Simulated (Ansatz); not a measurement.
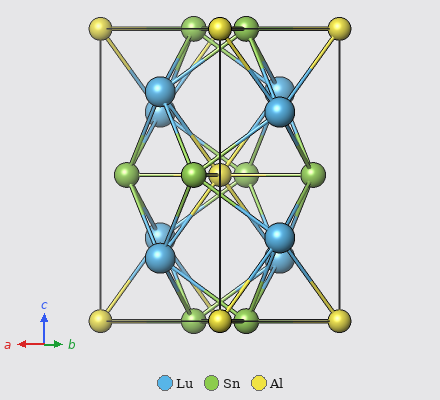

The structure, seen along [110]; the drawing may span several cells.

Given this structure, coordinates from a relaxation with DFT, PAW plane waves, r2scan (Ansatz 0.2.0); the starting structure was generated, so it need not be a known form of this composition, written in its standard cell:

```cif
data_structure
_symmetry_space_group_name_H-M 'Immm'
_symmetry_Int_Tables_number 71
_cell_length_a 4.2009
_cell_length_b 6.6029
_cell_length_c 8.6709
_cell_angle_alpha 90.000
_cell_angle_beta 90.000
_cell_angle_gamma 90.000
_cell_volume 240.52
loop_
_atom_site_label
_atom_site_type_symbol
_atom_site_symmetry_multiplicity
_atom_site_Wyckoff_symbol
_atom_site_fract_x
_atom_site_fract_y
_atom_site_fract_z
_atom_site_occupancy
Lu1 Lu 4 j 0.00000 0.50000 0.78470 1
Sn1 Sn 4 h 0.50000 0.71985 0.00000 1
Al1 Al 2 a 0.00000 0.00000 0.00000 1
```

What does the kinematic electron diffraction pattern along [110] look like at 200 kV (B = 0.5 Å²)?

Answer. The spots form a rectangular net whose two shortest vectors correspond to d = 4.34 Å and 3.54 Å, 90.0° apart. They are 0 0 2 and 1 -1 0. The pattern has symmetry 2mm. The lattice centring (I) removes all reflections that break h + k + l = 2n; reflections such as 2 -2 -4, 2 -2 4 are allowed but too weak to see at this display level.

Strongest reflections with d > 1.13 Å, one of each family (|F|² from tabulated Gaussian fits of the electron scattering factors, times a small damping for the curvature of the Ewald sphere):

| hkl | d (Å) | I (strongest = 100) |
| --- | --- | --- |
| 0 0 4 | 2.168 | 100 |
| 1 -1 2 | 2.744 | 81 |
| 2 -2 2 | 1.640 | 51 |
| 1 -1 0 | 3.544 | 30 |
| 3 -3 0 | 1.181 | 18 |
| 0 0 6 | 1.445 | 9 |

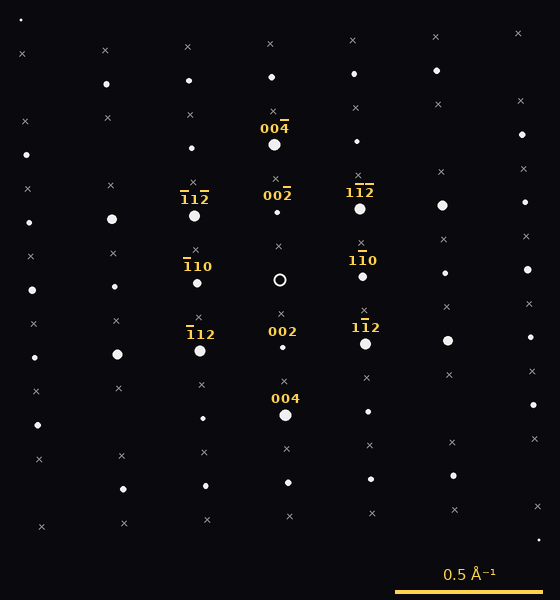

Calculated pattern, seen from the source side with [110] pointing towards the source; crosses mark the places of extinct reflections.
